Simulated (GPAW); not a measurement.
# BPH4F− (SMILES F[BH2-]P): PBE/real-space grid (scalar-relativistic datasets)

Aim: an energy scan of BPH4F−. Input form: an ASE script.

The calculation is run with GPAW 26.7.0.

1 further run of the same task is left out (set aside as unsound or not needed).

### Step 1. The system as given

BPH4F− has 7 atoms, charge -1, and is taken as a singlet. SMILES: `F[BH2-]P`. The coordinates come from a GFN2-xTB relaxation. This is one conformer, not always the lowest.

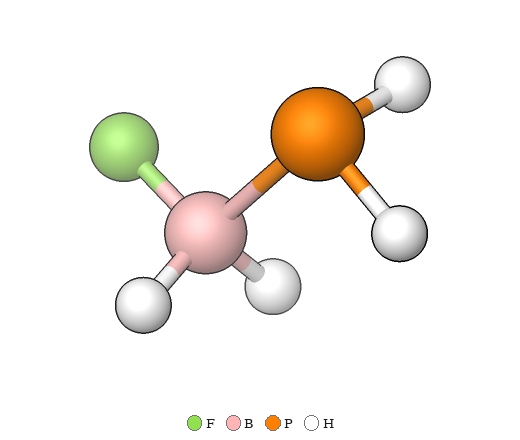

The structure, seen from a chosen angle (fluorine green, boron pink, phosphorus orange, hydrogen white).

### Step 2. An energy scan at PBE/real-space grid (scalar-relativistic datasets)

The input, molecule.py:

```python
import numpy as np
from ase import Atoms
from ase.io import Trajectory
from ase.units import Bohr
from gpaw import GPAW

positions_bohr = np.array(
              [[ -3.285402,  -1.355954,   0.590048],
               [ -1.126919,  -0.573475,  -0.787619],
               [  1.851950,  -0.295534,   1.597820],
               [ -0.577292,  -2.169878,  -2.338782],
               [ -1.507019,   1.484096,  -1.715248],
               [  1.222747,   1.969737,   2.741917],
               [  3.421935,   0.940989,  -0.088137]])
mol = Atoms('FBPHHHH', positions=positions_bohr * Bohr)
mol.center(vacuum=5.0)

calc = GPAW(mode='fd',
            h=0.2,
            xc='PBE',
            charge=-1,
            maxiter=100,
            symmetry='off',
            txt='molecule.txt')
mol.calc = calc

traj = Trajectory('scan.traj', 'w')
energies = []
for value in [0.0, 45.0, 90.0, 135.0, 180.0, 225.0, 270.0, 315.0]:
    mol.set_dihedral(0, 1, 2, 5, value, indices=[2, 5, 6])
    energies.append(mol.get_potential_energy())
    mol.get_forces()
    traj.write(mol)
    print(f'{value:8.3f} {energies[-1]:12.5f}')

print('Relative energies (eV):', [round(e - min(energies), 3) for e in energies])
```

Started as:

```
OMP_NUM_THREADS=1 python molecule.py
```

Log:

```text
0.000    -32.33134
  45.000    -32.44631
  90.000    -32.34228
 135.000    -32.32630
 180.000    -32.37670
 225.000    -32.35814
 270.000    -32.39291
 315.000    -32.32742
Relative energies (eV): [np.float64(0.115), np.float64(0.0), np.float64(0.104), np.float64(0.12), np.float64(0.07), np.float64(0.088), np.float64(0.053), np.float64(0.119)]
```

molecule.txt:

```text
__  _  _
 | _ |_)|_||  |
 |__||  | ||/\| - 26.7.0

units:  Angstrom and eV
cores:  1
OpenMP: False

Versions:
  Python: 3.12.14
  ASE:    3.29.0
  Numpy:  2.5.5
  Scipy:  1.18.1
  Libxc:  7.0.0

        _gpaw.cpython-312-aarch64-linux-gnu.so

Input parameters:
  mode=FD(),
  charge=-1,
  h=0.2,
  maxiter=100,
  symmetry=Symmetry(point_group=False, time_reversal=False),
  xc=XC(name='PBE')

Diagonalizing LCAO Hamiltonian
Converting LCAO to fd mode
        .--------------------------------.
       /|                                |
      / |                                |
     /  |                                |
    /   |                                |
   /    |                                |
  /     |                                |
 *      |                                |
 |      |                                |
 |      |            H  H                |
 |      |                                |
 |      |              P                 |
 |      |       F  B                     |
 |      |                                |
 |      |           H                    |
 |      |                                |
 |      .--------------------------------.
 |     /                                /
 |    /                                /
 |   /                                /
 |  /                                /
 | /                                /
 |/                                /
 *--------------------------------*

[... 32 lines left out ...]
|   |                                coordinates |     weight |
[... 126 lines left out ...]
Reference energy: -12736.444660  # eV
[... 3 lines left out ...]
  Converge bands: occupied
[... 12 lines left out ...]
  Fourier metric: weight=20.0, sigma=0.015
[... 15 lines left out ...]
convergence criteria:
- Maximum [total energy] change in last 3 cyles: 0.0005 eV / valence electron
[... 20 lines left out ...]
Converged in 16 steps
[... 12 lines left out ...]
  Free energy:     -32.392913
[... 2 lines left out ...]
dipole moment: (-6.548276, -5.753337, -6.450723)  # |e|*Ang
[... 74 lines left out ...]
Initialization done in: 0.523 s

convergence criteria:
- Maximum [total energy] change in last 3 cyles: 0.0005 eV / valence electron
- Maximum integral of absolute [dens]ity change: 0.0001 electrons / valence electron
- Maximum integral of absolute [eigenst]ate change: 4e-08 eV^2 / valence electron
maximum number of iterations: 100

SCF iterations
|iter     |     time |      energy | eigst |  dens |
|---------|----------|-------------|-------|-------|
|iter:   1| 00:02:11 |  -33.692667 | +0.97 |       |
|iter:   2| 00:02:12 |  -33.508886 | -0.23 | -0.98 |
|iter:   3| 00:02:13 |  -32.332744 | +0.20 | -1.02 |
[... 11 lines of this table left out ...]
|iter:  15| 00:02:28 |  -32.327425c| -7.66c| -5.76c|

Converged in 15 steps
SCF loop duration: 17.808 s (1.187 s/step)
Energy contributions relative to reference atoms: (reference = -12736.444660)

Energy contributions:
  Kinetic:          41.689472
  Coulomb:         -39.702441
  Zero:              0.358081
  External:          0.000000
  Xc:              -34.672537
  Entropy:           0.000000
  Spinorbit:         0.000000
  ----------------------------
  Free energy:     -32.327425
  Extrapolated:    -32.327425

dipole moment: (-6.597067, -5.750033, -6.408658)  # |e|*Ang

Fermi level: 1.480
Eigenvalues  # (at kpt = [0.000, 0.000, 0.000])
| band index |      eig [eV] | occ [0-2] |
|------------|---------------|-----------|
|          0 |       -23.022 |     2.000 |
|        ... |               |           |
|          2 |        -6.918 |     2.000 |
|          3 |        -4.754 |     2.000 |
|          4 |        -4.496 |     2.000 |
[... 10 lines of this table left out ...]
|         15 |         4.104 |     0.000 |

Gap: 3.281 eV
Transition (v -> c):
  (s=0, k=0, n=9, [0.00, 0.00, 0.00]) -> (s=0, k=0, n=10, [0.00, 0.00, 0.00])
No difference between direct/indirect transitions
vacuum-level: 0.000  # V

Forces  # eV/Ang
|        x |        y |        z |
|----------|----------|----------|
| -0.62022 | -0.71689 |  0.67201 |  # F    0
|  0.14352 |  0.08239 | -0.05745 |  # B    1
|  0.45367 | -1.44710 | -0.25508 |  # P    2
|  0.22987 | -0.27019 | -0.44119 |  # H    3
| -0.00454 |  0.46046 | -0.31971 |  # H    4
| -0.57814 |  0.56909 |  0.90161 |  # H    5
|  0.58058 |  0.96640 | -0.39096 |  # H    6

Force computation time: 0.049  # s

timing:  # [seconds]
  Total:  147.797  # ━━━━━━━━━━━━━━━━━━━━━━━━━━━━━━━━━━━━━━━━━━━━━━━━━━━━━━━━
  Init:     1.777  # ╸
  SCF:    141.856  # ━━━━━━━━━━━━━━━━━━━━━━━━━━━━━━━━━━━━━━━━━━━━━━━━━━━━━╸
  Forces:   0.380  #
  Move:     3.721  # ━╸
```

Run time: 2.5 min. Hardware: 1 thread of Arm Neoverse V2, shared host; peak memory 0.73 GiB.

The scan, from its lowest point:

| F1–B2–P3–H6 (°) | energy (kJ/mol) |
| --- | --- |
| 0.000 | 11.1 |
| 45.000 | 0.0 |
| 90.000 | 10.0 |
| 135.000 | 11.6 |
| 180.000 | 6.7 |
| 225.000 | 8.5 |
| 270.000 | 5.2 |
| 315.000 | 11.5 |

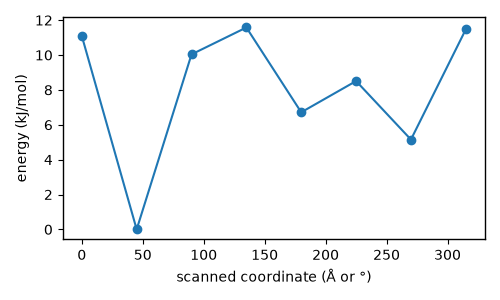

Energy along the scan.
